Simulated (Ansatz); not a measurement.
Base system: Si in the diamond structure (space group Fd-3m, No. 227; a = 5.444 Å).

Now apply this change: the cell is scaled by 0.9700 in all directions; the atoms relax in the strained cell.

The values are results of Ansatz (a first-principles code) r2SCAN, spin-orbit coupling left out, not measurements.

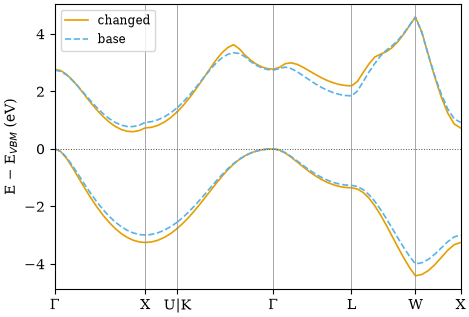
Fig. 1. Highest valence and lowest conduction band along the path, each from its own valence-band maximum

Read the changed gap and its character from the plot.

About 0.6 eV, indirect, Γ → Γ–X (87 % along).

Stability against distortions was not tested.
